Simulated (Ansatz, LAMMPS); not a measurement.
# K+ triflate in vinylene carbonate and dimethyl carbonate and a fluorinated ether (TTE) at 440 K (149 atoms): a single point, part 2 of 2

Aim: energy, forces, charges and density of states of K+ triflate in vinylene carbonate and dimethyl carbonate and a fluorinated ether (TTE) at 440 K (149 atoms) at a fixed geometry.

Ansatz 0.2.0; Kohn-Sham DFT, r2SCAN+D4, PAW (set soft_2), plane waves.

The cell: 35 F, 42 C, 28 O, 42 H, 1 S and 1 K. The network of contacts between molecules at the start is that of the classical potential that made the cell. The density was typed from a rule of thumb and may lie off the real one at this temperature. Sampling is at Γ alone, for a cell whose shortest periodic width is 13 Å.

So far. Step 3 (Plane-wave single point): Neighbours are counted within 1.82 Å (C-C), 1.34 Å (C-H), 1.62 Å (C-F), 1.73 Å (C-O), 2.21 Å (C-S), 3.18 Å (O-K), 1.93 Å (O-S).

## (3) Plane-wave single point (continued)

States in the cell by windows of 1 eV, zero at the Fermi level; the larger projections on atomic orbitals stand beside the total:

```tsv
from (eV)	to (eV)	total	F p	O p	C p	H s	C s
-18	-16	0.0	0.0	0.0	0.0	0.0	0.0
-16	-15	6.2	0.7	0.3	1.1	0.4	2.7
-15	-14	15.9	1.4	1.4	2.7	1.1	7.1
-14	-13	10.3	1.1	2.1	1.0	1.2	3.6
-13	-12	15.3	1.8	0.7	1.4	1.3	3.2
-12	-11	22.0	3.7	5.4	3.9	2.0	4.4
-11	-10	16.3	4.8	2.9	3.3	0.7	1.9
-10	-9	32.5	16.6	1.7	9.9	1.2	0.5
-9	-8	45.0	19.0	5.4	12.5	2.9	1.4
-8	-7	36.4	11.8	8.9	11.6	1.7	0.4
-7	-6	39.0	11.1	10.8	9.1	4.1	0.9
-6	-5	63.4	33.3	14.8	8.2	3.0	0.5
-5	-4	89.0	57.6	15.3	10.0	3.6	0.7
-4	-3	42.5	15.6	12.5	9.4	3.6	0.5
-3	-2	29.9	6.7	13.2	5.4	2.9	0.4
-2	-1	32.7	2.2	24.9	2.9	2.1	0.1
-1	0	11.7	0.0	7.8	3.7	0.1	0.0
0	1	1.9	0.0	0.8	1.1	0.0	0.0
1	4	0.0	0.0	0.0	0.0	0.0	0.0
4	5	7.6	0.0	2.7	3.6	0.1	0.4
```

With fixed occupations the program's Fermi level is the highest filled level; weight inside the gap is the broadening of levels at its edges.

Between -26 and -18 eV lie 68 more states.

The stored curve holds about 578 of the 638 electrons; the rest, give or take the few that broadening carries across the Fermi level, lie in deeper levels below its range.

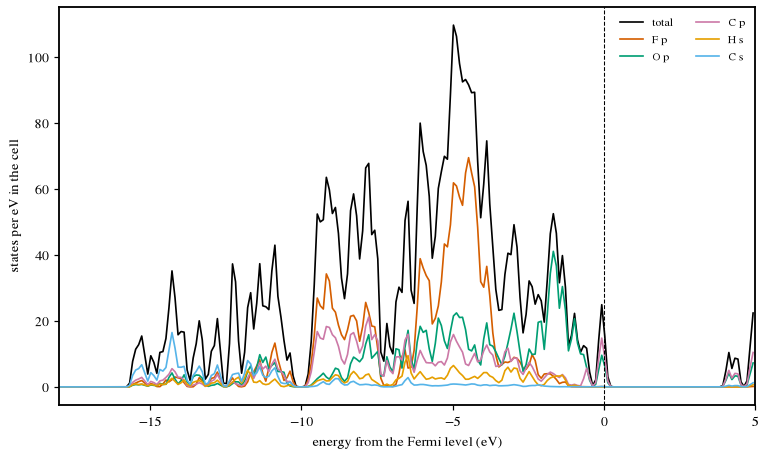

Total and projected density of states, with the broadening of the input.

Not all projections were asked for or kept, so they needn't add up to the total.

The levels nearest the highest filled one (over half full), pooled over k-points and spins:

```tsv
level less the highest filled one (eV)	occupation
-0.947	2
-0.731	2
-0.576	2
-0.130	2
-0.0798	2
0	2
4.12	0
4.37	0
4.87	0
4.94	0
5.03	0
5.13	0
```

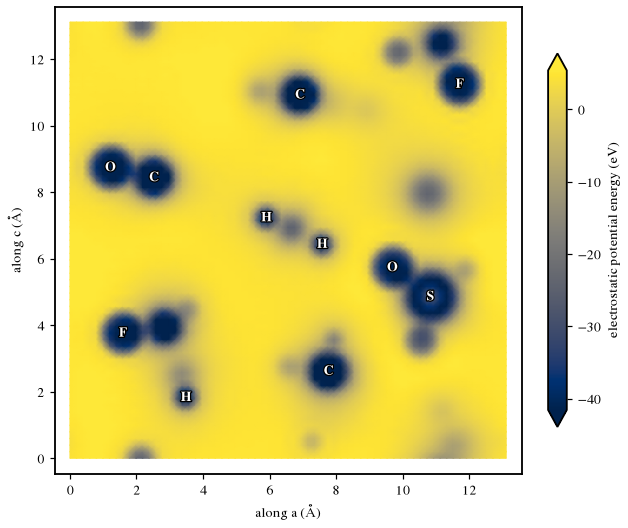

Electrostatic potential energy in the ac plane at fractional y = 0.140, with atoms of F and H and C and O and S within 0.2 Å of it. With pseudopotentials it is smooth inside the atoms' cores, unlike the true potential. The map starts off the cell's origin, so that atoms lie inside it.

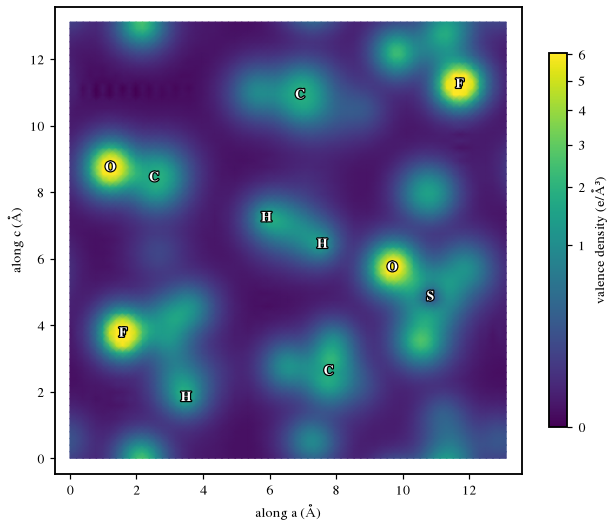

Valence density in the ac plane at fractional y = 0.140, with atoms of F and H and C and O and S within 0.2 Å of it. It is the smooth field of the valence electrons, not physical close to the nuclei. The map starts off the cell's origin, so that atoms lie inside it. The colour scale is stretched toward low values.

Mean Löwdin charges: C +0.34, F -0.25, H +0.22, K +0.87, O -0.37, S +2.30 e (they miss 1.2 % of the electrons, so they add up to more than the cell's charge). The largest share in the top eV of filled states is O p (64 % of the projected weight), and in the lowest eV of empty states C p (51 % of the projected weight).

## (4) Structure statistics

Bonds and neighbours are counted at the geometry of the runs.

Density 1.27 g/cm³, 15.14 Å³ an atom.

g(r), total and by pair (bins of 0.2 Å):

```tsv
r (Å)	total	C-C	C-H	C-F	C-O	C-K	C-S
1.00	1.93	0.00	12.15	0.00	0.00	0.00	0.00
1.20	1.56	1.25	5.89	0.75	4.04	0.00	0.00
1.40	3.01	1.63	0.00	10.80	13.00	0.00	0.00
1.60	0.56	4.63	0.00	0.00	0.66	0.00	0.00
1.80	0.51	0.00	0.00	0.00	0.00	0.00	6.40
2.00	0.94	1.20	0.82	0.00	0.00	0.00	0.00
2.20	1.64	1.28	1.70	0.59	1.25	0.00	0.00
2.40	1.12	1.21	0.61	3.17	0.65	0.00	0.00
2.60	0.97	0.63	0.61	0.94	1.01	0.00	0.00
2.80	0.84	0.00	0.65	0.77	0.29	0.00	0.00
3.00	0.71	0.23	0.50	0.90	0.42	0.00	0.00
3.20	0.76	0.00	1.10	0.89	0.59	0.00	0.00
3.40	0.70	0.00	0.79	0.47	0.79	1.82	0.00
3.60	0.76	0.08	0.94	0.66	0.54	0.00	0.00
3.80	0.90	0.99	0.60	0.81	0.63	1.43	1.46
4.00	0.87	0.63	0.98	1.22	0.62	1.39	0.00
4.20	0.96	0.87	0.63	1.07	0.87	3.56	2.37
4.40	0.97	1.26	1.21	0.95	0.71	1.11	0.00
4.60	1.08	1.35	1.05	0.81	1.38	1.02	4.02
4.80	1.03	1.00	1.28	1.27	0.93	0.00	0.00
5.00	1.06	1.22	1.17	0.88	0.94	2.59	0.86
5.20	1.06	1.05	1.07	1.16	1.30	0.00	2.35
5.40	0.97	1.18	0.89	1.05	1.07	2.96	1.47
5.60	1.11	1.53	1.14	0.86	0.93	2.04	1.39
5.80	1.02	0.88	0.92	0.98	1.11	1.27	0.00
6.00	1.08	1.39	1.06	1.06	1.16	1.21	0.60
6.20	1.07	1.17	1.14	1.14	1.37	0.56	1.12
6.40	1.04	1.17	0.90	0.88	1.12	0.00	1.59
```

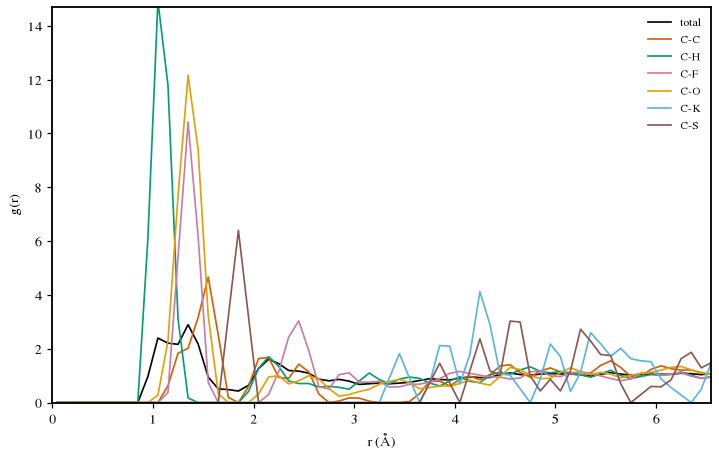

Pair distribution functions, lightly smoothed, with peaks cut at 14.

Bonds by pair of elements; cutoffs follow the first minimum of g(r), held within bounds set by covalent radii, and pairs that aren't listed don't count as bonded:

```tsv
pair A-B	cutoff (Å)	bonds	mean length (Å)	spread (Å)	shortest (Å)	B about A	A about B
C-C	1.82	16	1.49	0.116	1.27	0.762	0.762
C-H	1.34	42	1.09	0.04	1.02	1	1
C-F	1.62	35	1.36	0.039	1.28	0.833	1
C-O	1.73	43	1.37	0.079	1.2	1.02	1.54
C-S	2.21	1	1.84	0	1.84	0.024	1
O-K	3.18	4	2.64	0.094	2.56	0.143	4
O-S	1.93	3	1.48	0.035	1.45	0.107	3
```

How many atoms have how many bonded neighbours:

```tsv
element	mean	1	2	3	4
C	3.64	0	0	15	27
F	1	35	0	0	0
H	1	42	0	0	0
K	4	0	0	0	1
O	1.79	6	22	0	0
S	4	0	0	0	1
```

Bond angles, per cent of each kind in bins of 5°:

```tsv
angle (°)	C-C-F	H-C-O	C-C-H	H-C-H	O-C-O
95–100	0.0	0.0	0.0	4.5	0.0
100–105	7.5	11.8	8.3	31.8	0.0
105–110	35.0	38.2	16.7	22.7	14.3
110–115	40.0	23.5	29.2	22.7	14.3
115–120	17.5	8.8	12.5	13.6	19.0
120–125	0.0	14.7	16.7	0.0	28.6
125–130	0.0	2.9	12.5	4.5	23.8
130–135	0.0	0.0	0.0	0.0	0.0
135–140	0.0	0.0	4.2	0.0	0.0
```

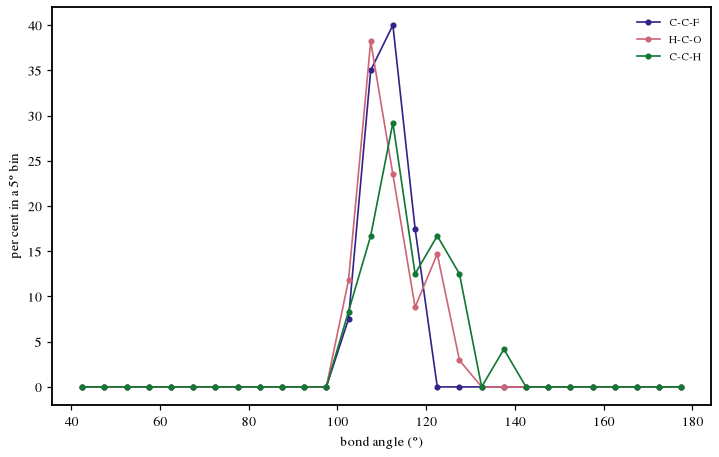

Distributions of the most common bond angles.

Bond angles (no mean is given where the spread exceeds 20°):

```tsv
angle	count	mean (°)	spread (°)
C-C-F	40	111	4.2
H-C-O	34	112	6.5
C-C-H	24	116	8.2
H-C-H	22	109	6.7
O-C-O	21	120	6.5
```

Bond length by coordination (bonds to H left out):

```tsv
element	coordination	atoms	mean bond length (Å)
C	3	15	1.33
C	4	27	1.45
O	1	6	1.26
O	2	22	1.51
```

Rings of the network by King's shortest-path rule, up to 12 atoms, one path for each pair of neighbours; H, halogens, alkali and alkaline-earth atoms are left out, and the last column divides by all other atoms, bonded or not:

```tsv
ring size (atoms)	rings	per network atom
5	4	0.056
```

Counting bonds as in the table, 64 % of C atoms have 4, all F atoms have 1, all H atoms have 1 and all K atoms have 4 bonded neighbours. The C-C-F angle averages 111° with a spread of 4°. All rings counted have 5 atoms.

The surroundings of C126, which bears the longest force, nearest first, numbered as they follow in the input and with coordinates relative to it.

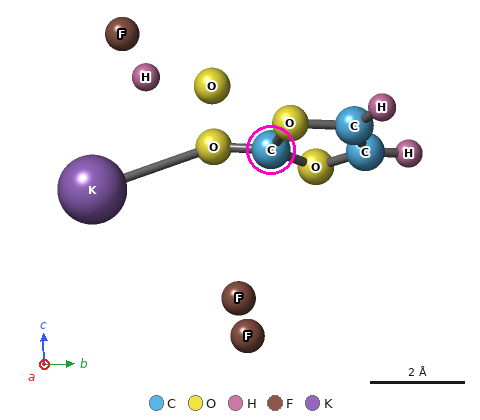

The atoms of the table, within 4.1 Å (arrows a, b, c point along x, y, z); some may hide others; the central atom is ringed.

```tsv
atom	x	y	z	distance (Å)	bonds	Löwdin charge (e)	Fx	Fy	Fz (eV/Å)
C126	0.00	0.00	0.00	0.00	3	0.74	-2.78	-7.31	1.69
O125	-0.41	-1.19	0.10	1.27	2	-0.46	1.36	3.63	-1.00
O127	1.27	0.31	0.49	1.39	2	-0.22	-2.86	0.41	-1.57
O130	-0.89	1.04	-0.33	1.41	2	-0.19	4.53	-1.76	0.82
C129	0.04	2.02	-0.07	2.02	3	0.04	-2.90	3.44	-0.54
C128	1.17	1.69	0.42	2.10	3	0.05	3.26	-0.79	0.88
H132	-0.34	2.98	-0.10	3.00	1	0.26	-0.55	1.68	-0.43
H131	2.03	2.22	0.75	3.10	1	0.26	-0.04	0.39	-0.06
F148	1.18	-0.87	-3.25	3.56	1	-0.22	1.33	-0.63	0.59
H139	-2.13	-2.47	1.71	3.68	1	0.23	-0.12	0.92	0.05
K149	-0.24	-3.84	-0.79	3.92	4	0.87	-0.25	0.14	0.30
F147	-0.75	-0.51	-3.94	4.05	1	-0.25	0.11	-0.99	-0.82
O135	-3.64	-0.91	1.59	4.08	2	-0.23	-0.64	-0.73	0.68
F59	0.70	-3.21	2.48	4.12	1	-0.27	-0.06	0.18	1.32
```

The column of bonds counts only the pairs C-C within 1.82 Å, C-H within 1.34 Å, C-F within 1.62 Å, C-O within 1.73 Å, C-S within 2.21 Å, O-K within 3.18 Å, O-S within 1.93 Å; other neighbours, such as metal atoms beside each other in a compound, aren't counted, and periodic images can show an atom twice.

## (5) Outcome

| Property | Result |
| --- | --- |
| free energy per atom | -388.6098 eV/atom |
| pressure | -1.075 GPa |
| r.m.s. force component | 1.355 eV/Å |
| gap (highest filled to lowest empty level) | 4.12 eV |
| wall time of the 1 DFT run | 54 s |

In words: Filled and empty levels are parted by 4.12 eV (at Γ alone); a semilocal functional tends to put such gaps too low. In a disordered cell it changes from sample to sample and from frame to frame. Counting bonds as in the table, 64 % of C atoms have 4, all F atoms have 1, all H atoms have 1 and all K atoms have 4 bonded neighbours.

What to keep in mind: The force components of 1.4 eV/Å r.m.s. reflect the temperature of the frame as well as the gap between the generating potential and DFT, above all in bond lengths inside molecules. The pressure of a single frame lacks the kinetic term.

[Logs are printed without paths, hosts, clocks, repeated set-up lines and the standing remarks that a program may print on its own settings, such as how far it seeks lower states.]

[Hosts, paths, dates, database ids (printed as entryN), source tags and the programs' standing remarks are cut or masked in the printed files.]
